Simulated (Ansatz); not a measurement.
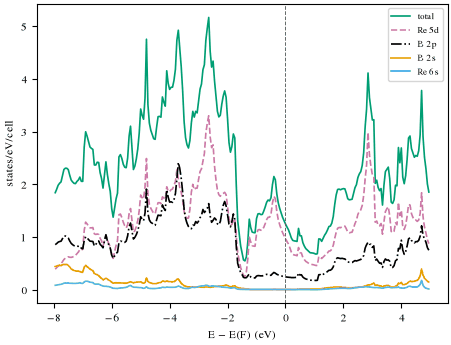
Total and projected density of states of ReB2 in space group P6_3/mmc (No. 194; Re on 2c, B on 4f), the program Ansatz at the LDA level (PAW)

Problem. Which orbitals carry the states next to the Fermi level?

Solution. Within 0.5 eV of the Fermi level: Re 5d 78 %, B 2p 20 %. Projections are on Löwdin-orthogonalised atomic valence shells; empty p or d shells of many metals are not among them.

Problem. Where is the tallest occupied peak in this window, and what makes it?

Solution. Near -2.6 eV, about 5.2 states/eV per cell; the largest projected share is Re 5d.

The first step of the workflow began from a Materials Project structure, measured or hypothetical; the Crystallography Open Database files this formula in space group No. 194, but the cells were not matched. Its standing as an ambient phase is unchecked. Symmetry was held in the LDA relaxation; of distortions, only those at the zone centre were tested. No spin polarisation was allowed. Spin–orbit coupling is left out wherever it is not named.

Potentials: the later of the program's two PAW sets.
